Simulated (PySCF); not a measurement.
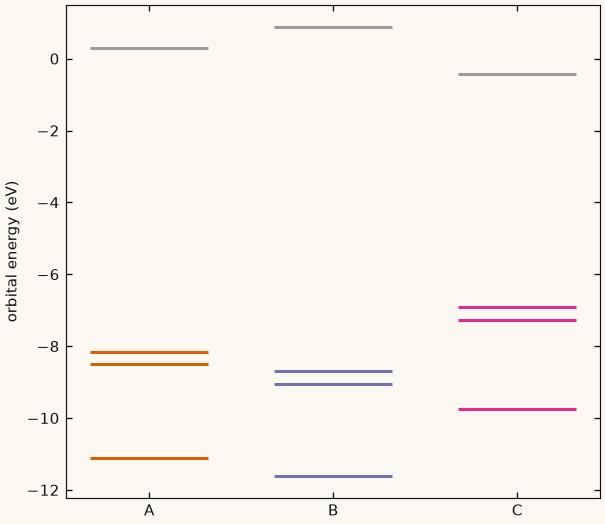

Frontier orbital energies of C₄H₄S, SMILES c1ccsc1 at one geometry, aug-cc-pVTZ, PySCF 2.14.0, at a PBE0-D3(BJ)/def2-TZVP geometry (no frequency check). Empty levels are grey, levels within 0.1 eV stand side by side; all columns show the same few orbitals around the gap.

**The columns come from CAM-B3LYP, PBE0 and ωB97X-D. Which is which?**

A: CAM-B3LYP (HOMO −8.17, LUMO 0.31, separation 8.47 eV)
B: ωB97X-D (HOMO −8.70, LUMO 0.88, separation 9.58 eV)
C: PBE0 (HOMO −6.92, LUMO −0.44, separation 6.48 eV)

Limits of at least one run: empty levels above zero depend strongly on the basis.
